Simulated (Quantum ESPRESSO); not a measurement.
# KNiF3: which magnetic order is lowest, part 2 of 2

Does KNiF3 prefer parallel or opposed moments?

Quantum ESPRESSO 7.5; PBEsol with U = 6 eV on Ni d (ortho-atomic projectors); plane waves with GBRV 1.5 PBEsol potentials, no spin-orbit coupling.

So far, absolute magnetization (μB): step 2 (start 1: ferro +) 2.03.

The database entry behind the starting cell differs from later determinations by our own check (about 0.35 % short), so it need not match the best structure at ambient conditions.

### 3. Run 2 (antiferro q=(0,1/2,1/2) +−)

This order needs a doubled cell of 10 atoms. The wavevector q is in fractions of the reciprocal vectors of the crystal's primitive cell, as the cells of these inputs are built from it; moments change sign between cells as cos(2π q·R).

Contents of pw.in:

```
&CONTROL
  calculation = 'scf'
  prefix = 'pwscf'
  outdir = './tmp'
  pseudo_dir = './pseudo'
  disk_io = 'nowf'
/
&SYSTEM
  ibrav = 0
  celldm(1) = 8
  nat = 10
  ntyp = 4
  ecutwfc = 40
  ecutrho = 280
  nbnd = 62
  occupations = 'smearing'
  smearing = 'fd'
  degauss = 0.00367493
  nspin = 2
  starting_magnetization(1) = 0
  starting_magnetization(2) = 0.1111
  starting_magnetization(3) = -0.1111
  starting_magnetization(4) = 0
/
&ELECTRONS
  conv_thr = 2d-08
  electron_maxstep = 150
  mixing_beta = 0.3
/
ATOMIC_SPECIES
K      39.0983 k_pbesol_v1.4.uspp.F.UPF
Ni1    58.6934 ni_pbesol_v1.4.uspp.F.UPF
Ni2    58.6934 ni_pbesol_v1.4.uspp.F.UPF
F      18.9984 f_pbesol_v1.4.uspp.F.UPF
CELL_PARAMETERS alat
   0.9448630623129    0.0000000000000    0.0000000000000
   0.0000000000000    1.8897261246258    0.0000000000000
   0.0000000000000    0.9448630623129    0.9448630623129
ATOMIC_POSITIONS crystal
K       0.0000000000    0.0000000000    0.0000000000
K       0.0000000000    0.5000000000    0.0000000000
Ni1     0.5000000000    0.0000000000    0.5000000000
Ni2     0.5000000000    0.5000000000    0.5000000000
F       0.5000000000    0.2500000000    0.0000000000
F       0.5000000000    0.7500000000    0.0000000000
F       0.0000000000    0.0000000000    0.5000000000
F       0.0000000000    0.5000000000    0.5000000000
F       0.5000000000    0.7500000000    0.5000000000
F       0.5000000000    0.2500000000    0.5000000000
K_POINTS automatic
6 3 6 0 0 0
HUBBARD {ortho-atomic}
U Ni1-3d 6.0000
U Ni2-3d 6.0000
```

The run is started by

```sh
OMP_NUM_THREADS=1 mpirun -n 4 pw.x -nk 4 -in pw.in > pw.out
```

The program printed:

```text
[banner, memory and clock lines left out]
Program PWSCF v.7.5 starts

     Message from routine setup:
     using ibrav=0 with symmetry is DISCOURAGED, use correct ibrav instead

     bravais-lattice index     =            0
     lattice parameter (alat)  =       8.0000  a.u.
     unit-cell volume          =     863.7868 (a.u.)^3
     number of atoms/cell      =           10
     number of atomic types    =            4
     number of electrons       =        96.00
     number of Kohn-Sham states=           62
     kinetic-energy cutoff     =      40.0000  Ry
     charge density cutoff     =     280.0000  Ry
     scf convergence threshold =      2.0E-08
     mixing beta               =       0.3000
     number of iterations used =            8  plain     mixing
     Exchange-correlation= SLA  PW   PSX  PSC
                           (   1   4  10   8   0   0   0)
     Hubbard projectors: ortho-atomic
     Hubbard parameters of DFT+U (Dudarev formulation) in eV:
     U(Ni1-3d) =  6.0000
     U(Ni2-3d) =  6.0000

     Internal variables: lda_plus_u =T, lda_plus_u_kind = 0

     Internal variables: orbital_resolved =F, hub_pot_fix =F, apply_U = F

     celldm(1)=   8.000000  celldm(2)=   0.000000  celldm(3)=   0.000000
     celldm(4)=   0.000000  celldm(5)=   0.000000  celldm(6)=   0.000000

     crystal axes: (cart. coord. in units of alat)
               a(1) = (   0.944863   0.000000   0.000000 )
               a(2) = (   0.000000   1.889726   0.000000 )
               a(3) = (   0.000000   0.944863   0.944863 )

     reciprocal axes: (cart. coord. in units 2 pi/alat)
               b(1) = (  1.058354  0.000000  0.000000 )
               b(2) = (  0.000000  0.529177 -0.529177 )
               b(3) = (  0.000000  0.000000  1.058354 )

     PseudoPot. # 1 for K  read from file:
     k_pbesol_v1.4.uspp.F.UPF
     Pseudo is Ultrasoft + core correction, Zval =  9.0

     PseudoPot. # 2 for Ni read from file:
     ni_pbesol_v1.4.uspp.F.UPF
     Pseudo is Ultrasoft + core correction, Zval = 18.0

     PseudoPot. # 3 for Ni read from file:
     ni_pbesol_v1.4.uspp.F.UPF
     Pseudo is Ultrasoft + core correction, Zval = 18.0

     PseudoPot. # 4 for F  read from file:
     f_pbesol_v1.4.uspp.F.UPF
     Pseudo is Ultrasoft, Zval =  7.0

     atomic species   valence    mass     pseudopotential
     K                 9.00    39.09830     K ( 1.00)
     Ni1              18.00    58.69340     Ni( 1.00)
     Ni2              18.00    58.69340     Ni( 1.00)
     F                 7.00    18.99840     F ( 1.00)

     Starting magnetic structure
     atomic species   magnetization
     K               0.000
     Ni1             0.111
     Ni2            -0.111
     F               0.000

     16 Sym. Ops., with inversion, found ( 8 have fractional translation)

   Cartesian axes

     site n.     atom                  positions (alat units)
         1        K      tau(   1) = (   0.0000000   0.0000000   0.0000000  )
         2        K      tau(   2) = (   0.0000000   0.9448631   0.0000000  )
         3        Ni1    tau(   3) = (   0.4724315   0.4724315   0.4724315  )
         4        Ni2    tau(   4) = (   0.4724315   1.4172946   0.4724315  )
         5        F      tau(   5) = (   0.4724315   0.4724315   0.0000000  )
         6        F      tau(   6) = (   0.4724315   1.4172946   0.0000000  )
         7        F      tau(   7) = (   0.0000000   0.4724315   0.4724315  )
         8        F      tau(   8) = (   0.0000000   1.4172946   0.4724315  )
         9        F      tau(   9) = (   0.4724315   1.8897261   0.4724315  )
        10        F      tau(  10) = (   0.4724315   0.9448631   0.4724315  )

     number of k points=    24  Fermi-Dirac smearing, width (Ry)=  0.0037
                       cart. coord. in units 2pi/alat
        k(    1) = (   0.0000000   0.0000000   0.0000000), wk =   0.0092593
        k(    2) = (   0.0000000   0.0000000   0.1763924), wk =   0.0370370
        k(    3) = (   0.0000000   0.0000000   0.3527848), wk =   0.0370370
        k(    4) = (   0.0000000   0.0000000  -0.5291772), wk =   0.0092593
        k(    5) = (   0.0000000   0.1763924  -0.1763924), wk =   0.0370370
        [... 19 further k-points ...]

     Dense  grid:    68361 G-vectors     FFT dimensions: (  45,  90,  60)

     Smooth grid:    29607 G-vectors     FFT dimensions: (  32,  64,  45)

     Check: negative core charge=   -0.000006
     Generating pointlists ...
     new r_m :   0.2756 (alat units)  2.2048 (a.u.) for type    1
     new r_m :   0.1949 (alat units)  1.5590 (a.u.) for type    2
     new r_m :   0.1949 (alat units)  1.5590 (a.u.) for type    3
     new r_m :   0.1949 (alat units)  1.5590 (a.u.) for type    4

     Initial potential from superposition of free atoms

     starting charge      90.9927, renormalised to      96.0000

     STARTING HUBBARD OCCUPATIONS:

     =================== HUBBARD OCCUPATIONS ===================
     ------------------------ ATOM    3 ------------------------
     Tr[ns(  3)] (up, down, total) =   5.00000  3.00000  8.00000
     Atomic magnetic moment for atom   3 =   2.00000
     [... lines left out ...]
     ------------------------ ATOM    4 ------------------------
     Tr[ns(  4)] (up, down, total) =   3.00000  5.00000  8.00000
     Atomic magnetic moment for atom   4 =  -2.00000
     [... lines left out ...]
     Number of occupied Hubbard levels =   16.0000

     Atomic wfc used for Hubbard projectors are orthogonalized

     Starting wfcs are   66 randomized atomic wfcs

     Self-consistent Calculation

     iteration #  1     ecut=    40.00 Ry     beta= 0.30
     Davidson diagonalization with overlap
     ethr =  1.00E-02,  avg # of iterations =  8.8

     =================== HUBBARD OCCUPATIONS ===================
     ------------------------ ATOM    3 ------------------------
     Tr[ns(  3)] (up, down, total) =   4.53189  1.03533  5.56722
     Atomic magnetic moment for atom   3 =   3.49657
     [... lines left out ...]
     ------------------------ ATOM    4 ------------------------
     Tr[ns(  4)] (up, down, total) =   1.03898  4.53197  5.57094
     Atomic magnetic moment for atom   4 =  -3.49299
     [... lines left out ...]
     Number of occupied Hubbard levels =   11.1382

     total energy              =   -1083.67645046 Ry
     estimated scf accuracy    <      23.69774450 Ry

     total magnetization       =     0.03 Bohr mag/cell
     absolute magnetization    =     7.38 Bohr mag/cell

     iteration #  2     ecut=    40.00 Ry     beta= 0.30
     Davidson diagonalization with overlap
     ethr =  1.00E-02,  avg # of iterations =  3.3

     total energy              =   -1089.22687598 Ry
     estimated scf accuracy    <      14.69361336 Ry

     total magnetization       =    -0.00 Bohr mag/cell
     absolute magnetization    =     0.63 Bohr mag/cell

     [... further iterations left out ...]

     iteration # 12     ecut=    40.00 Ry     beta= 0.30
     Davidson diagonalization with overlap
     ethr =  2.23E-10,  avg # of iterations =  3.8

     total energy              =   -1091.59493613 Ry
     estimated scf accuracy    <       0.00000006 Ry

     total magnetization       =     0.00 Bohr mag/cell
     absolute magnetization    =     3.89 Bohr mag/cell

     iteration # 13     ecut=    40.00 Ry     beta= 0.30
     Davidson diagonalization with overlap
     ethr =  5.81E-11,  avg # of iterations =  2.9

     Magnetic moment per site  (integrated on atomic sphere of radius R)
     atom   1 (R=0.276)  charge=  7.6176  magn= -0.0000
     atom   2 (R=0.276)  charge=  7.6176  magn=  0.0000
     atom   3 (R=0.195)  charge= 15.3794  magn=  1.7462
     atom   4 (R=0.195)  charge= 15.3794  magn= -1.7462
     atom   5 (R=0.195)  charge=  6.5129  magn= -0.0000
     atom   6 (R=0.195)  charge=  6.5129  magn= -0.0000
     atom   7 (R=0.195)  charge=  6.5145  magn=  0.0472
     atom   8 (R=0.195)  charge=  6.5145  magn= -0.0472
     atom   9 (R=0.195)  charge=  6.5128  magn= -0.0000
     atom  10 (R=0.195)  charge=  6.5128  magn= -0.0000

     End of self-consistent calculation

     =================== HUBBARD OCCUPATIONS ===================
     ------------------------ ATOM    3 ------------------------
     Tr[ns(  3)] (up, down, total) =   4.98412  3.18571  8.16983
     Atomic magnetic moment for atom   3 =   1.79842
     [... lines left out ...]
     ------------------------ ATOM    4 ------------------------
     Tr[ns(  4)] (up, down, total) =   3.18571  4.98412  8.16983
     Atomic magnetic moment for atom   4 =  -1.79842
     [... lines left out ...]
     Number of occupied Hubbard levels =   16.3397

     [... lines left out ...]
     the Fermi energy is     7.5368 ev

!    total energy              =   -1091.59494017 Ry
     estimated scf accuracy    <          7.7E-10 Ry
     smearing contrib. (-TS)   =      -0.00000000 Ry
     internal energy E=F+TS    =   -1091.59494017 Ry

     The total energy is F=E-TS. E is the sum of the following terms:
     one-electron contribution =    -774.83752126 Ry
     hartree contribution      =     432.85609848 Ry
     xc contribution           =    -143.80121941 Ry
     ewald contribution        =    -605.90651864 Ry
     Hubbard energy            =       0.09422066 Ry

     total magnetization       =     0.00 Bohr mag/cell
     absolute magnetization    =     3.89 Bohr mag/cell

     convergence has been achieved in  13 iterations
```

Elapsed: 73 s, on 4 MPI ranks of Arm Neoverse V2, shared host; peak memory 0.82 GiB.

Spin moment in the atom's sphere by atom:

```csv
atom,spin moment in the atom's sphere (μB)
K1,0.00
K2,0.00
Ni3,1.75
Ni4,-1.75
F5,0.00
F6,0.00
F7,0.05
F8,-0.05
F9,0.00
F10,0.00
```

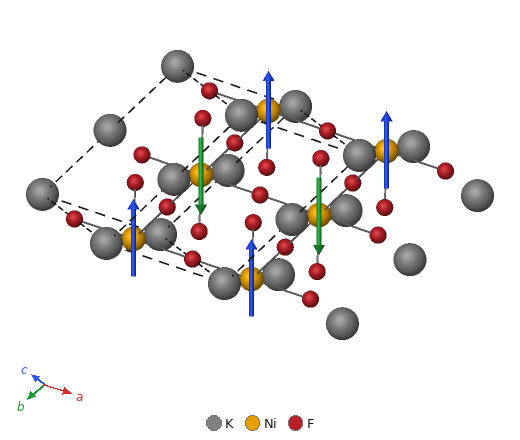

Spin moment in the atom's sphere as arrows, the longest 1.75 μB. Up and down stand for the sign. Arrows give size and sign along the axis of quantisation, drawn up and down the page. The two directions have two colours. 2×1×1 cells are drawn. Some periodic images of atoms are drawn too.

Read from the output:

```
smearing term TS       : 5.27e-15 eV
magnetization          : 0 μB
absolute magnetization : 3.891 μB
final state            : antiferromagnetic
```

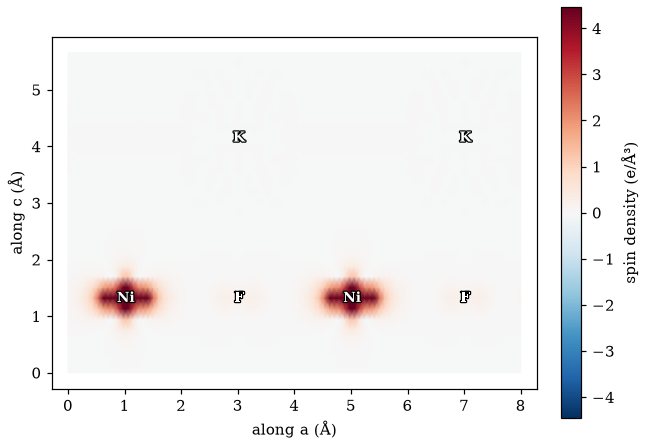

Spin density in the ac plane at fractional y = 0.000, with atoms of K and Ni and F within 0.2 Å of it. The map starts off the cell's origin, so that atoms lie inside it.

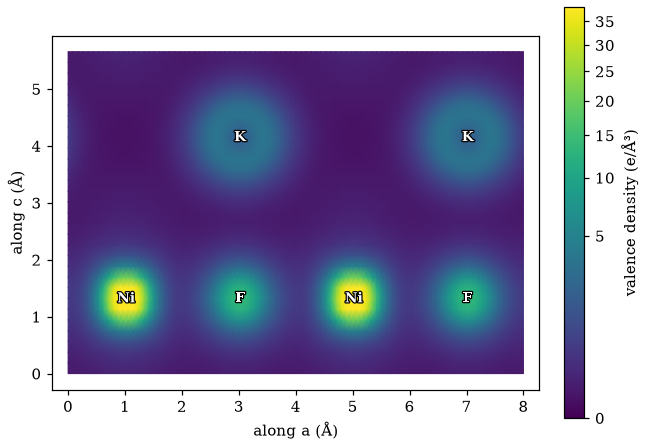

Valence density in the ac plane at fractional y = 0.000, with atoms of K and Ni and F within 0.2 Å of it. It is the smooth field of the valence electrons, not physical close to the nuclei. The map starts off the cell's origin, so that atoms lie inside it. The colour scale is stretched toward low values.

### 4. Run 3 (antiferro q=(1/2,1/2,1/2) +−)

The cell is doubled to 10 atoms to hold this order.

Contents of pw.in:

```
&CONTROL
  calculation = 'scf'
  prefix = 'pwscf'
  outdir = './tmp'
  pseudo_dir = './pseudo'
  disk_io = 'nowf'
/
&SYSTEM
  ibrav = 0
  celldm(1) = 8
  nat = 10
  ntyp = 4
  ecutwfc = 40
  ecutrho = 280
  nbnd = 62
  occupations = 'smearing'
  smearing = 'fd'
  degauss = 0.00367493
  nspin = 2
  starting_magnetization(1) = 0
  starting_magnetization(2) = 0.1111
  starting_magnetization(3) = -0.1111
  starting_magnetization(4) = 0
/
&ELECTRONS
  conv_thr = 2d-08
  electron_maxstep = 150
  mixing_beta = 0.3
/
ATOMIC_SPECIES
K      39.0983 k_pbesol_v1.4.uspp.F.UPF
Ni1    58.6934 ni_pbesol_v1.4.uspp.F.UPF
Ni2    58.6934 ni_pbesol_v1.4.uspp.F.UPF
F      18.9984 f_pbesol_v1.4.uspp.F.UPF
CELL_PARAMETERS alat
   1.8897261246258    0.0000000000000    0.0000000000000
   0.9448630623129    0.9448630623129    0.0000000000000
   0.9448630623129    0.0000000000000    0.9448630623129
ATOMIC_POSITIONS crystal
K       0.0000000000    0.0000000000    0.0000000000
K       0.5000000000    0.0000000000    0.0000000000
Ni1     0.7500000000    0.5000000000    0.5000000000
Ni2     0.2500000000    0.5000000000    0.5000000000
F       0.0000000000    0.5000000000    0.0000000000
F       0.5000000000    0.5000000000    0.0000000000
F       0.5000000000    0.5000000000    0.5000000000
F       0.0000000000    0.5000000000    0.5000000000
F       0.0000000000    0.0000000000    0.5000000000
F       0.5000000000    0.0000000000    0.5000000000
K_POINTS automatic
3 6 6 0 0 0
HUBBARD {ortho-atomic}
U Ni1-3d 6.0000
U Ni2-3d 6.0000
```

The program printed:

```text
     [... lines left out ...]
Program PWSCF v.7.5 starts
     [... lines left out ...]
     number of atoms/cell      =           10
     [... lines left out ...]
     number of electrons       =        96.00
     number of Kohn-Sham states=           62
     kinetic-energy cutoff     =      40.0000  Ry
     charge density cutoff     =     280.0000  Ry
     scf convergence threshold =      2.0E-08
     [... lines left out ...]
     48 Sym. Ops., with inversion, found (24 have fractional translation)
     [... lines left out ...]
     number of k points=    10  Fermi-Dirac smearing, width (Ry)=  0.0037
     [... lines left out ...]
     iteration # 13     ecut=    40.00 Ry     beta= 0.30
     [... lines left out ...]
     Magnetic moment per site  (integrated on atomic sphere of radius R)
     atom   1 (R=0.276)  charge=  7.6176  magn=  0.0000
     atom   2 (R=0.276)  charge=  7.6176  magn=  0.0000
     atom   3 (R=0.195)  charge= 15.3822  magn=  1.7350
     atom   4 (R=0.195)  charge= 15.3822  magn= -1.7350
     atom   5 (R=0.195)  charge=  6.5130  magn= -0.0000
     atom   6 (R=0.195)  charge=  6.5130  magn= -0.0000
     atom   7 (R=0.195)  charge=  6.5129  magn= -0.0000
     atom   8 (R=0.195)  charge=  6.5129  magn= -0.0000
     atom   9 (R=0.195)  charge=  6.5130  magn= -0.0000
     atom  10 (R=0.195)  charge=  6.5130  magn= -0.0000
     [... lines left out ...]
     Tr[ns(  3)] (up, down, total) =   4.98267  3.19370  8.17637
     [... lines left out ...]
     Tr[ns(  4)] (up, down, total) =   3.19369  4.98267  8.17637
     [... lines left out ...]
     the Fermi energy is     7.1220 ev
!    total energy              =   -1091.59824641 Ry
     estimated scf accuracy    <          2.3E-09 Ry
     smearing contrib. (-TS)   =       0.00000000 Ry
     [... lines left out ...]
     total magnetization       =    -0.00 Bohr mag/cell
     absolute magnetization    =     3.82 Bohr mag/cell
     convergence has been achieved in  13 iterations
```

Run time: 44 s. Hardware: 4 MPI ranks; peak memory 0.8 GiB; 2.9 min of CPU time.

Spin moment in the atom's sphere by atom:

```csv
atom,spin moment in the atom's sphere (μB)
K1,0.00
K2,0.00
Ni3,1.74
Ni4,-1.74
F5,0.00
F6,0.00
F7,0.00
F8,0.00
F9,0.00
F10,0.00
```

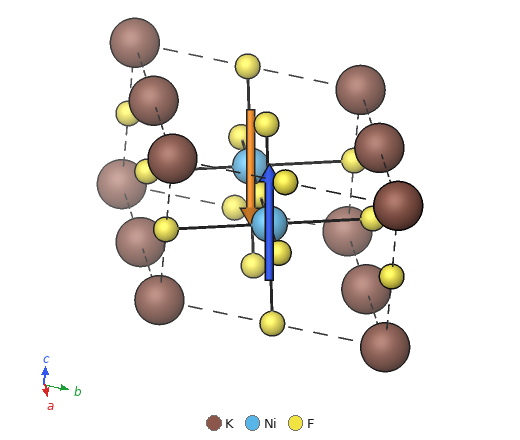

Spin moment in the atom's sphere as arrows, the longest 1.74 μB. Up and down stand for the sign. Arrows give size and sign along the axis of quantisation, drawn up and down the page. The two directions have two colours. Some periodic images of atoms are drawn too.

Numbers from this step:

```
smearing term TS       : 0 eV
magnetization          : 0 μB
absolute magnetization : 3.824 μB
final state            : antiferromagnetic
```

### 5. Energies of the orders

An order is kept where moments of 0.15 μB or more survive with the typed signs; meshes match where a doubled cell samples the same k points as the first cell.

Orders:

```csv
start,final state,typed order kept,energy over the lowest (meV a seeded atom),largest site moment (μB),net moment (μB a cell of the first run),mesh matched,CPU time (s)
ferro +,ferromagnetic,yes,72.7,1.771,2,yes,45.97
"antiferro q=(0,1/2,1/2) +-",antiferromagnetic,yes,22.49,1.746,0,yes,293.3
"antiferro q=(1/2,1/2,1/2) +-",antiferromagnetic,yes,0,1.735,0,yes,175.8
```

### 6. Energy mapping

E = −Σ J e·e over ordered pairs of unit vectors, so each pair counts twice. As many shells are taken as there are differences of energy, so the couplings are solved for and no residual tests the model; further shells are folded in, and shells whose pairs keep their relative signs in all orders cancel and are not probed. Couplings from the energies:

```csv
pair,distance (Å),neighbours an atom,J (meV)
Ni-Ni,4,6,-6.058
Ni-Ni,5.657,12,-0.1088
```

### 7. Occupations of the corrected shells in the lowest state

Occupations of the Hubbard shells:

```csv
block,type,shell,spin,electrons,occupation numbers
3,Ni1,3d,up,4.983,0.995 0.995 0.997 0.997 0.997
3,Ni1,3d,down,3.194,0.105 0.105 0.994 0.994 0.994
4,Ni2,3d,up,3.194,0.105 0.105 0.994 0.994 0.994
4,Ni2,3d,down,4.983,0.995 0.995 0.997 0.997 0.997
```

### 8. Results

| Item | Value |
| --- | --- |
| lowest state found | antiferromagnetic (from antiferro q=(1/2,1/2,1/2) +-) |
| largest site moment | 1.73 μB |
| next state with moments | antiferromagnetic, 22.5 meV a seeded atom higher |
| J of the weightiest shell (Ni-Ni, 4.00 Å; E = −Σ J e·e, ordered pairs) | -6.06 meV |

What this shows: The largest moment changes by 2.1 % between the kept orders, as for well localised moments. This is the lowest of 3 collinear or spinless starts, no proof of the ground state.

[Logs and program files are shortened in this print: banners, set-up blocks, solver, clock and traceback lines can be left out without a mark of their own.]

[Logs are printed without paths, hosts, clocks, repeated set-up lines and the standing remarks that a program may print on its own settings, such as how far it seeks lower states.]

[Hosts, paths, dates, database ids (printed as entryN), source tags and the programs' standing remarks are cut or masked in the printed files.]

[Where a cell is said to come from a database of computed structures, the database is the Materials Project.]
